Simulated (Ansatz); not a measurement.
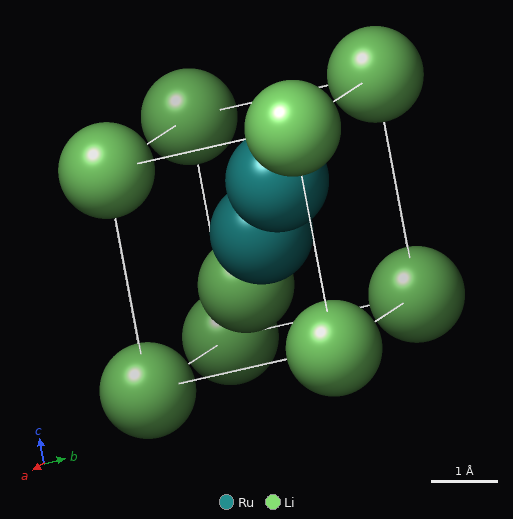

The structure above is drawn in spheres-only style and viewed slightly off an axis. One simulation cell is framed, with atoms on its boundary repeated.

```xyz
4
Lattice="0.0000 3.1154 3.1154 3.1154 0.0000 3.1154 3.1154 3.1154 0.0000" Properties=species:S:1:pos:R:3 pbc="T T T"
Ru    3.1154    3.1154    3.1154
Ru    4.6731    4.6731    4.6731
Li    0.0000    0.0000    0.0000
Li    1.5577    1.5577    1.5577
```

All computed values are from DFT, PAW plane waves, PBEsol in Ansatz. Settings: plane-wave cutoff 420 eV, k-points on a 9×9×9 grid, Fermi-Dirac smearing of 0.1 eV, spinor wavefunctions. The pressure of the cell is -19 GPa.

> State the Bader charges by element.

Li +0.83 e; Ru -0.83 e.

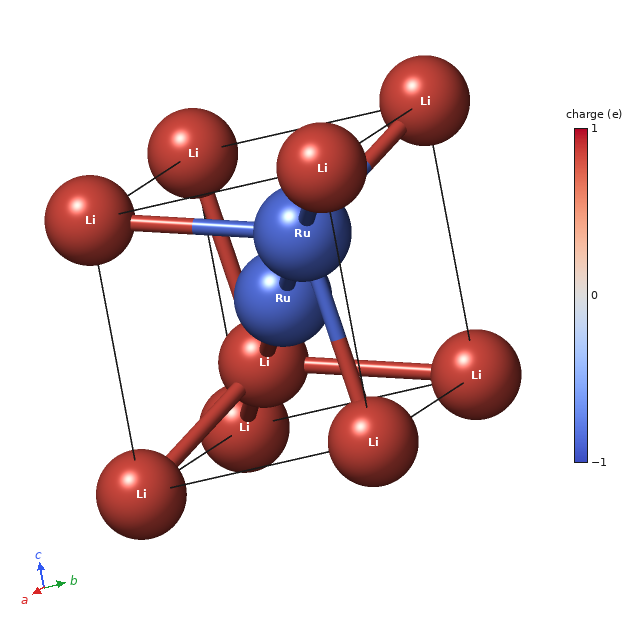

The atoms coloured by those charges.

The model is a generated cell, made by putting these elements into a known structure type (the compound may or may not exist in this form); its atoms and cell weren't optimised. It was the input of a calculation with Ansatz.

At this level of theory the cell isn't at rest (stretched, at -19 GPa), so its distances can differ from those at equilibrium, the more so the softer the solid.
